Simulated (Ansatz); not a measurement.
**One shape, several levels: InHBrClO (SMILES [OH][In]([Cl])[Br])**

We compute a comparison of 3 runs (HF/3-21G, PBE/def2-TZVP, MP2/def2-SVP) of InHBrClO. 

Program for the calculation: Ansatz 0.2.0.

4 further runs of the same task are left out: 2 for a known fault of the program, 2 that didn't finish.

## 1. The structure to begin with

InHBrClO has 5 atoms, charge 0, and is taken as a singlet. As SMILES, `[OH][In]([Cl])[Br]`. The shape is that of a PBE0-D4/def2-TZVP optimisation. This is one conformer, not always the lowest.

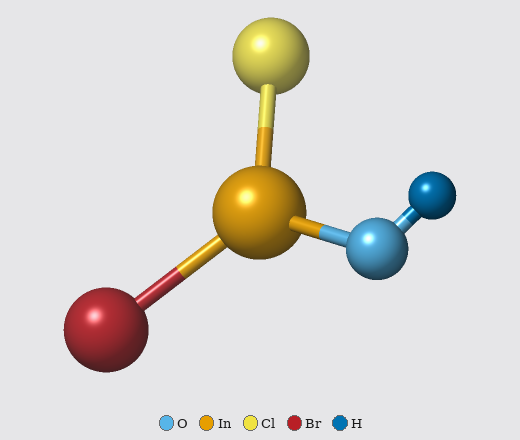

Viewed from a chosen angle; oxygen blue, indium amber, chlorine yellow, bromine red, hydrogen blue.

## 2. Energy and gradient at HF/3-21G (run 1)

File in.yaml:

```yaml
crystal:
  periodic: [false, false, false]
  atoms:
    - {symbol: O, position_ang: [-0.257200, 1.542400, 0.012700]}
    - {symbol: In, position_ang: [-0.101800, -0.408900, -0.122800]}
    - {symbol: Cl, position_ang: [1.719700, -1.431600, 0.864100]}
    - {symbol: Br, position_ang: [-1.787800, -1.699000, -1.298800]}
    - {symbol: H, position_ang: [0.477100, 1.923400, 0.503400]}
basis:
  gaussian: {orbitals: 3-21G-spherical.json}
hamiltonian: {xc: hf}
accuracy: high
output: {forces: true, orbitals: {seedname: orbitals}}
```

The basis set 3-21G is read from a file made from the Basis Set Exchange's data (not shown).

Launch:

```
ansatz run in.yaml --threads 1 --pin off --max-ram 2610MiB --events-out events.jsonl --progress --plain --runs-dir runs
```

Log:

```text
Warning: RAYON_NUM_THREADS=1 ignored (pool sized by the plan → 1); use --threads N
Functional definition: HF
  name "HF"
  exchange = exact_x
  correlation = 0
1455 factors; integrals over basis functions are off by at most 6.2e-9 eV
mean field evaluation 1: about -239654.6108 eV, gradient 3.6e1 eV
mean field evaluation 2: about -239654.7603 eV, gradient 3.7e1 eV
mean field evaluation 4: about -239657.5623 eV, gradient 1.9e0 eV
mean field evaluation 8: about -239657.5869 eV, gradient 1.4e-1 eV
mean field evaluation 16: about -239657.5870 eV, gradient 6.0e-8 eV
mean field -239657.58702990 eV, -8807.2538776018 hartree, gradient 6.0e-8 eV, S^2 0.000000; 0 other end points of the search recorded, 0 dependent functions left out
the calculation of the forces begins
reference -239657.58702990 eV, -8807.2538776018 hartree; 55, 55 occupied and 22, 22 virtual orbitals, 1455 factors
Total energy: -239657.58702990 eV, -8807.2538776018 hartree
Atom 0 at    -0.257200     1.542400     0.012700 Å, force     0.219882    -1.065203     0.007643 eV/Å
Atom 1 at    -0.101800    -0.408900    -0.122800 Å, force    -0.705549     1.562959    -0.244185 eV/Å
Atom 2 at     1.719700    -1.431600     0.864100 Å, force     1.191729    -0.640404     0.648781 eV/Å
Atom 3 at    -1.787800    -1.699000    -1.298800 Å, force    -0.802088    -0.612564    -0.559573 eV/Å
Atom 4 at     0.477100     1.923400     0.503400 Å, force     0.096027     0.755212     0.147335 eV/Å
Dipole moment:     0.103387     0.324682     0.100397 e Å
```

Wall time 4.2 s (1 thread of Arm Neoverse V2, shared host).

## 3. Energy and gradient at PBE/def2-TZVP (core potential) (run 2)

File run.yaml:

```yaml
crystal:
  periodic: [false, false, false]
  atoms:
    - {symbol: O, position_ang: [-0.257200, 1.542400, 0.012700]}
    - {symbol: In, position_ang: [-0.101800, -0.408900, -0.122800]}
    - {symbol: Cl, position_ang: [1.719700, -1.431600, 0.864100]}
    - {symbol: Br, position_ang: [-1.787800, -1.699000, -1.298800]}
    - {symbol: H, position_ang: [0.477100, 1.923400, 0.503400]}
basis:
  gaussian: {orbitals: def2-TZVP}
hamiltonian: {xc: pbe}
accuracy: high
output: {forces: true, orbitals: {seedname: orbitals}}
```

Launch:

```
ansatz run run.yaml --threads 1 --pin off --max-ram 2610MiB --events-out events.jsonl --progress --plain --runs-dir runs
```

Log:

```text
Warning: RAYON_NUM_THREADS=1 ignored (pool sized by the plan → 1); use --threads N
Functional definition: PBE
  name "PBE"
  parameter kappa = 0.804
  parameter beta = 0.06672455060314922
  exchange = pbe_x(kappa = kappa, mu = beta*pi^2/3)
  correlation = pbe_c(beta = beta)
2844 factors; integrals over basis functions are off by at most 3.7e-8 eV
mean field evaluation 1: about -89784.0728 eV, gradient 7.2e1 eV
mean field evaluation 2: about -89656.2539 eV, gradient 1.9e2 eV
mean field evaluation 4: about -89791.8657 eV, gradient 2.4e1 eV
mean field evaluation 8: about -89793.2052 eV, gradient 4.8e-1 eV
mean field evaluation 16: about -89793.2019 eV, gradient 5.7e-4 eV
mean field -89793.20187678 eV, -3299.8393049533 hartree, gradient 5.6e-8 eV, S^2 0.000000; 0 other end points of the search recorded, 0 dependent functions left out
the calculation of the forces begins
reference -89793.20188186 eV, -3299.8393051400 hartree; 41, 41 occupied and 131, 131 virtual orbitals, 2844 factors
Total energy: -89793.20188186 eV, -3299.8393051400 hartree
Atom 0 at    -0.257200     1.542400     0.012700 Å, force    -0.551021     0.352902    -0.293351 eV/Å
Atom 1 at    -0.101800    -0.408900    -0.122800 Å, force     0.012882    -0.209481    -0.016360 eV/Å
Atom 2 at     1.719700    -1.431600     0.864100 Å, force     0.292612    -0.166467     0.158050 eV/Å
Atom 3 at    -1.787800    -1.699000    -1.298800 Å, force    -0.228122    -0.163032    -0.157938 eV/Å
Atom 4 at     0.477100     1.923400     0.503400 Å, force     0.473649     0.186078     0.309599 eV/Å
Dipole moment:     0.100671     0.162123     0.079899 e Å
```

It took 23 s on 1 thread of Arm Neoverse V2, shared host; peak memory 0.59 GiB.

## 4. Energy and gradient at MP2/def2-SVP (core potential) (run 3)

run.yaml, as its differences from that of step 3:

```diff
@@ -9,4 +9,7 @@
 basis:
-  gaussian: {orbitals: def2-TZVP}
-hamiltonian: {xc: pbe}
+  gaussian:
+    orbitals: def2-SVP
+correlation:
+  method: mp2
+  frozen_orbitals: {Br: 9, Cl: 5, H: 0, In: 4, O: 1}
 accuracy: high
```

Launch:

```
ansatz run run.yaml --threads 1 --pin off --max-ram 2610MiB --events-out events.jsonl --progress --plain --runs-dir runs
```

Log:

```text
Warning: RAYON_NUM_THREADS=1 ignored (pool sized by the plan → 1); use --threads N
[... 4 set-up lines as earlier in the session ...]
1921 factors; integrals over basis functions are off by at most 4.7e-9 eV
mean field evaluation 1: about -89690.1451 eV, gradient 3.8e1 eV
mean field evaluation 2: about -89690.2297 eV, gradient 3.8e1 eV
mean field evaluation 4: about -89693.3666 eV, gradient 2.3e0 eV
mean field evaluation 8: about -89693.3955 eV, gradient 1.6e-1 eV
mean field evaluation 16: about -89693.3957 eV, gradient 2.2e-8 eV
mean field -89693.39569085 eV, -3296.1714952715 hartree, gradient 2.2e-8 eV, S^2 0.000000; 0 other end points of the search recorded, 0 dependent functions left out
19 core orbitals not correlated: weight in the atoms' cores, before any rotation towards them, 1.000 or more for the frozen orbitals, at most 0.000 for the correlated occupied ones
reference -89693.39569085 eV, -3296.1714952715 hartree; 22, 22 occupied and 54, 54 virtual orbitals, 1921 factors
second order -17.16416805 eV of doubles, -0.00000000 eV of singles
the calculation of the forces begins
Total energy: -89710.55985890 eV, -3296.8022668132 hartree
Atom 0 at    -0.257200     1.542400     0.012700 Å, force    -0.276088     0.443501    -0.115809 eV/Å
Atom 1 at    -0.101800    -0.408900    -0.122800 Å, force     0.050901    -0.128497     0.016412 eV/Å
Atom 2 at     1.719700    -1.431600     0.864100 Å, force     0.330222    -0.223964     0.174102 eV/Å
Atom 3 at    -1.787800    -1.699000    -1.298800 Å, force    -0.314472    -0.241641    -0.219691 eV/Å
Atom 4 at     0.477100     1.923400     0.503400 Å, force     0.209436     0.150602     0.144986 eV/Å
Dipole moment:     0.151740     0.174412     0.112289 e Å
```

It took 12 s on 1 thread of Arm Neoverse V2, shared host.

## 5. The series

```
run                           level  core potential  frozen core orbitals   energy (Eh)  dipole moment (D)  HOMO energy (eV)  LUMO energy (eV)  wall time
  1                        HF/3-21G            none                     –  -8807.253878               1.71            -11.56              0.73      4.2 s
  2  PBE/def2-TZVP (core potential)       def2-TZVP                     –  -3299.839305               0.99             -7.50             -3.46       23 s
  3   MP2/def2-SVP (core potential)        def2-SVP                    19  -3296.802267               1.23            -11.70              1.03       12 s
```

## 6. What came out

| quantity | value |
| --- | --- |
| run 3: total energy | -3296.80227 Eh |
| run 3: dipole moment (correlated density) | 1.23 D |
| run 3: HOMO energy (Hartree–Fock orbitals) | -11.70 eV |
| run 3: LUMO energy (Hartree–Fock orbitals) | 1.03 eV |
| run 3: HOMO–LUMO gap (Hartree–Fock orbitals) | 12.73 eV |
| run 3: correlation energy (19 core orbitals frozen) | -630.8 mEh |
| run 3: largest force on an atom | 0.535 eV/Å |

The dipole moment (its size) runs from 0.99 D (PBE/def2-TZVP) to 1.71 D (HF/3-21G). The two ends differ in method and basis and core potential. Some runs of one species differ in core potentials or relativity; totals across that change don't compare. In run 1 relativity is left out where basis or elements ask for it. All runs together took 40 s, the longest 23 s.
